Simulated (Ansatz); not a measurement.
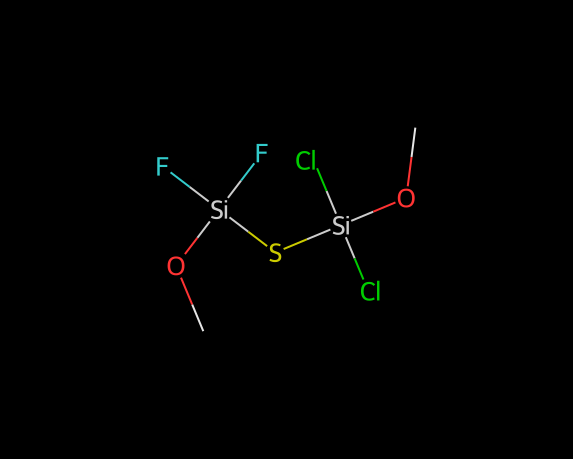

2D structure.

Give its SMILES.

CO[Si](F)(F)S[Si](Cl)(Cl)OC

What is the molecular formula?

C2H6Cl2F2O2SSi2.

An optimisation with PBE0-D4/def2-TZVP gave a structure of which point group?

C1. Other conformers may differ.

More results for the same structure follow; atom numbers are the same in all pictures, views and colours differ. The computed structure is the end point of a PBE0-D4/def2-TZVP optimisation. No frequency run is at hand to confirm it as a minimum.

## Geometry

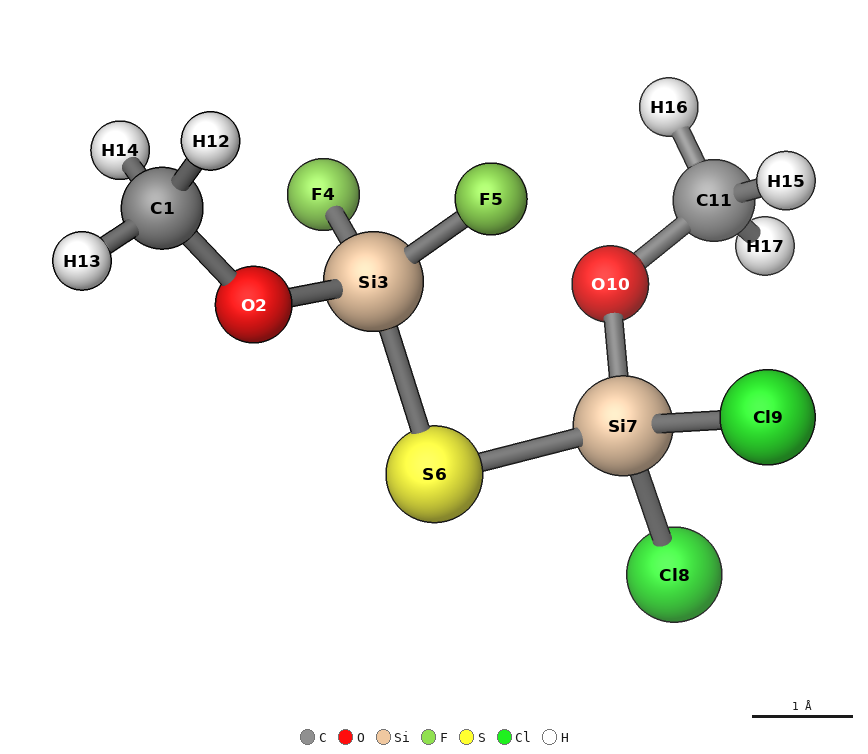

No frequency run is at hand to confirm it as a minimum.

What is the geometry at S6?

S6 has 2 neighbours (Si3 at 2.11, Si7 at 2.11 Å); the arrangement is bent.

Describe the coordination of atom 10.

O10 has 2 neighbours (Si7 at 1.61, C11 at 1.42 Å); the arrangement is bent.

Describe the coordination of atom 1.

C1 has 4 neighbours (O2 at 1.42, H12 at 1.09, H13 at 1.09, H14 at 1.09 Å); the arrangement is tetrahedral.

How are the neighbours of atom 11 arranged?

C11 has 4 neighbours (O10 at 1.42, H15 at 1.09, H16 at 1.09, H17 at 1.09 Å); the arrangement is tetrahedral.

What is the dihedral angle Cl8–Si7–O10–C11?

75° in size, that is gauche.

## Levels of theory compared

No frequency run is at hand to confirm it as a minimum. Program: Ansatz 0.2.0.

Compare HOMO–LUMO gap (eV), HOMO energy (eV) at these levels: B97M-V/def2-TZVPP; BHLYP-D4/def2-TZVPP; HSE06 (plane-wave form)-D4/def2-TZVPP; PBE-D4/def2-TZVPP; PBE0-D4/def2-SVP; PBE0-D4/def2-TZVPP; SPW92 (LDA)/def2-TZVPP; r2SCAN-D4/def2-TZVPP; r2SCAN0-D4/def2-TZVPP; r2SCANh-D4/def2-TZVPP; ωB97M-V/def2-QZVPP; ωB97M-V/def2-SVP.

```json
{"level": "B97M-V/def2-TZVPP", "HOMO–LUMO gap (eV)": "6.66", "HOMO energy (eV)": "−7.35"}
{"level": "BHLYP-D4/def2-TZVPP", "HOMO–LUMO gap (eV)": "10.31", "HOMO energy (eV)": "−9.32"}
{"level": "HSE06 (plane-wave form)-D4/def2-TZVPP", "HOMO–LUMO gap (eV)": "7.30", "HOMO energy (eV)": "−7.81"}
{"level": "PBE-D4/def2-TZVPP", "HOMO–LUMO gap (eV)": "5.81", "HOMO energy (eV)": "−6.91"}
{"level": "PBE0-D4/def2-SVP", "HOMO–LUMO gap (eV)": "8.38", "HOMO energy (eV)": "−8.14"}
{"level": "PBE0-D4/def2-TZVPP", "HOMO–LUMO gap (eV)": "8.08", "HOMO energy (eV)": "−8.22"}
{"level": "SPW92 (LDA)/def2-TZVPP", "HOMO–LUMO gap (eV)": "5.68", "HOMO energy (eV)": "−7.06"}
{"level": "r2SCAN-D4/def2-TZVPP", "HOMO–LUMO gap (eV)": "6.48", "HOMO energy (eV)": "−7.24"}
{"level": "r2SCAN0-D4/def2-TZVPP", "HOMO–LUMO gap (eV)": "8.49", "HOMO energy (eV)": "−8.42"}
{"level": "r2SCANh-D4/def2-TZVPP", "HOMO–LUMO gap (eV)": "7.29", "HOMO energy (eV)": "−7.71"}
{"level": "ωB97M-V/def2-QZVPP", "HOMO–LUMO gap (eV)": "11.93", "HOMO energy (eV)": "−10.42"}
{"level": "ωB97M-V/def2-SVP", "HOMO–LUMO gap (eV)": "12.62", "HOMO energy (eV)": "−10.26"}
```

## Dipole moment

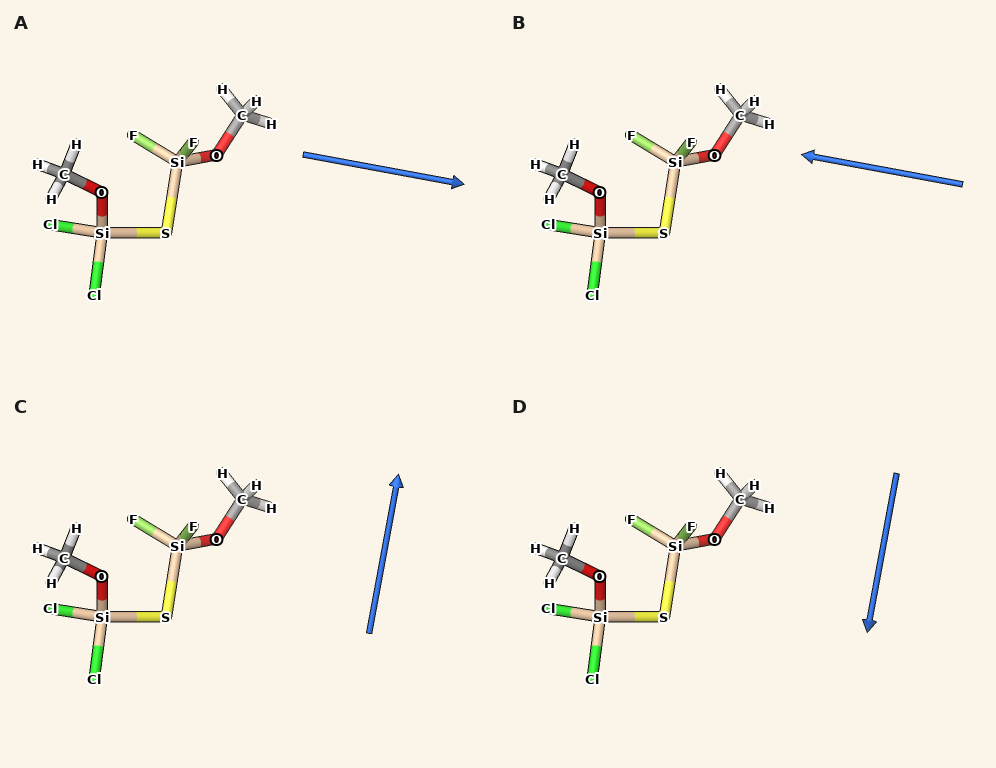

The same molecule four times, each with an arrow. No frequency run is at hand to confirm it as a minimum. Properties computed with RKS PBE0-D4/def2-TZVP (Ansatz 0.2.0).

Which arrow points along the dipole moment, from the negative to the positive end?

C. The dipole moment is 1.98 D.

## Charges

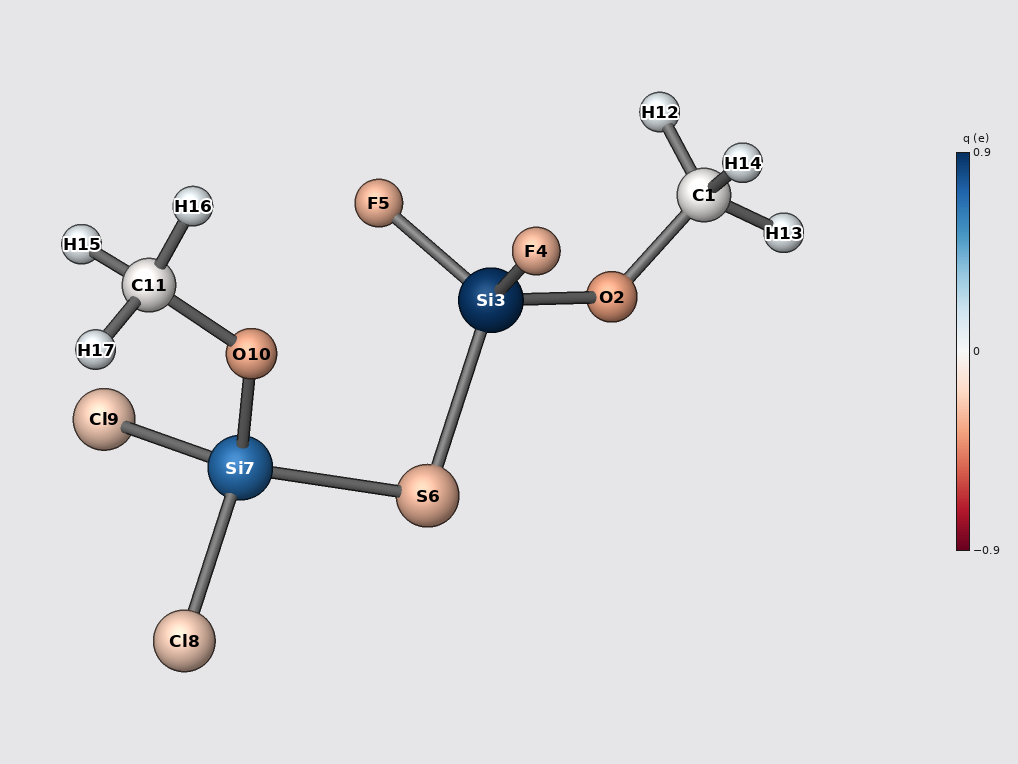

Atoms are coloured by their Mulliken charges. No frequency run is at hand to confirm it as a minimum. Method: RKS r2SCAN-D4/def2-TZVPP (Ansatz 0.2.0).

List the Mulliken charges.

```json
{"atom": "C1", "value (e)": "−0.01"}
{"atom": "O2", "value (e)": "−0.36"}
{"atom": "Si3", "value (e)": "0.87"}
{"atom": "F4", "value (e)": "−0.29"}
{"atom": "F5", "value (e)": "−0.29"}
{"atom": "S6", "value (e)": "−0.28"}
{"atom": "Si7", "value (e)": "0.69"}
{"atom": "Cl8", "value (e)": "−0.21"}
{"atom": "Cl9", "value (e)": "−0.21"}
{"atom": "O10", "value (e)": "−0.34"}
{"atom": "C11", "value (e)": "−0.01"}
{"atom": "H12", "value (e)": "0.07"}
{"atom": "H13", "value (e)": "0.07"}
{"atom": "H14", "value (e)": "0.07"}
{"atom": "H15", "value (e)": "0.07"}
{"atom": "H16", "value (e)": "0.07"}
{"atom": "H17", "value (e)": "0.07"}
```

Mulliken values depend strongly on the basis set and can even reverse the polarity of a bond.
